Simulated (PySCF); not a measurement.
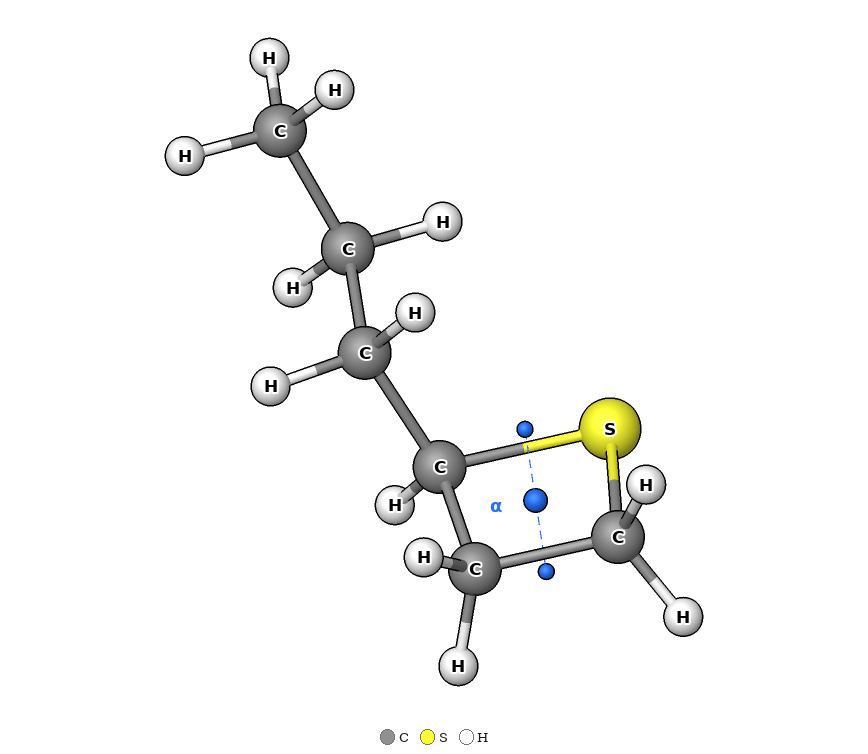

The small points mark where nucleus-independent chemical shifts (NICS) were computed: at the centre of each lettered ring and 1 Å above and below it. Computed geometry: GFN2-xTB optimisation. No frequency run is at hand to confirm it as a minimum. Properties computed with GIAO PBE0/pcSseg-1 NMR shielding, non-relativistic, gas phase (PySCF 2.14.0).

Give NICS(0), NICS(1) and the out-of-plane component NICS(1)zz for each ring (means of the two sides).

```tsv
ring	members	NICS(0)	NICS(1)	NICS(1)zz
α	C3S	−0.7	1.1	7.9
```

Values in ppm.
